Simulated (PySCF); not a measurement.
C4H11OPSi

Input

```
{"job": {"kind": "uv", "xc": "PBE0", "basis": "def2-SVPD", "nstates": 8, "ntriplets": 3}, "charge": 0, "multiplicity": 1}
O     -2.892908     1.194104     0.074461
P     -1.556775     0.806905    -0.385138
C     -1.203916    -0.996629    -0.480973
C     -0.155479    -1.216488     0.609144
C      0.766033     0.006332     0.629985
Si     1.898964     0.101548    -0.900522
C     -0.156817     1.217159     0.719717
H     -1.229355     1.330223    -1.637032
H     -0.819024    -1.274387    -1.462298
H     -2.123412    -1.552726    -0.292711
H      0.405217    -2.138570     0.445468
H     -0.660763    -1.298917     1.576679
H      1.397226    -0.040921     1.524885
H      1.147957     0.330179    -2.135285
H      2.816969     1.221422    -0.688583
H      2.618169    -1.169151    -0.997659
H      0.327512     2.157211     0.453794
H     -0.588355     1.329025     1.721083
```

Command:

```sh
OMP_NUM_THREADS=1 python probes_run.py task.json out
```

Geometry: GFN2-xTB.

Level of theory: PySCF, PBE0/def2-SVPD, SCF density, gas phase.

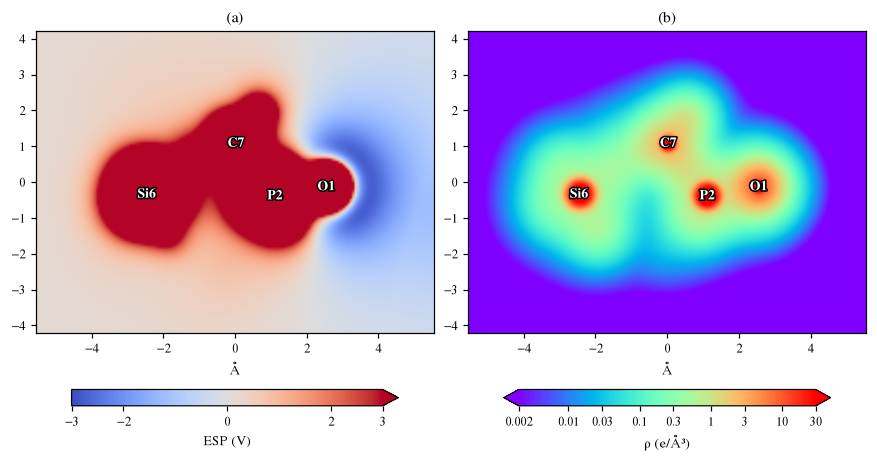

Figure 1. (a) molecular electrostatic potential; (b) electron density on the plane of atoms O1, P2 and C7.

Q: Interpret the plot.

A: The section cuts through O, P, Si and C sites. P–O (1.47 Å): ρ is about 1.9 e/Å³ halfway. C–P (1.83 Å): the density is about 1.2 e/Å³ at the midpoint. Outside the dense part of the molecule the potential is most negative (−2.8 V) near O1.

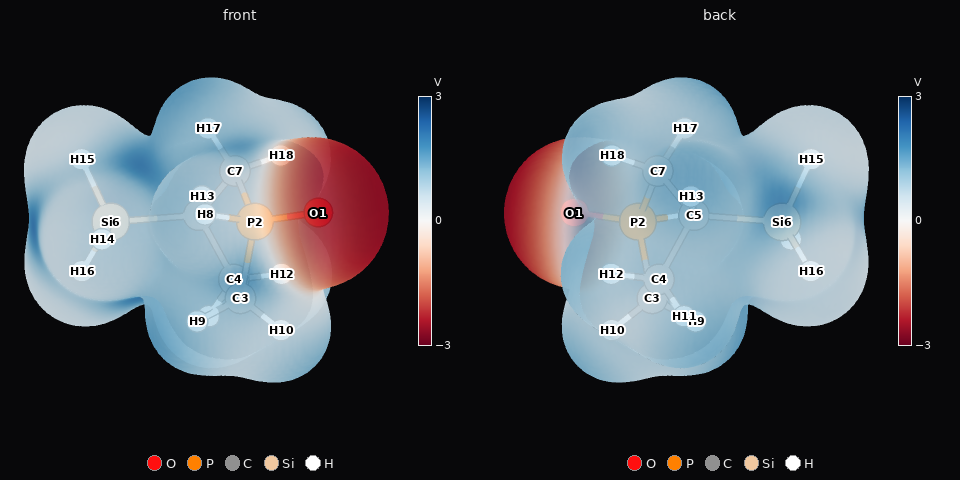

Figure 2. The electrostatic potential painted on the density surface at 0.004 e/bohr³, seen from the front and from behind; the colour scale runs from red (negative) to blue (positive).

Q: Where is the surface potential most negative and most positive?

A: The most negative region (about −2.6 V) lies over O1, the most positive (about +2.0 V) over Si6. O1 is the likeliest acceptor of a hydrogen bond.

Q: How polar is the molecule by this calculation?

A: Its dipole moment is 4.30 D.
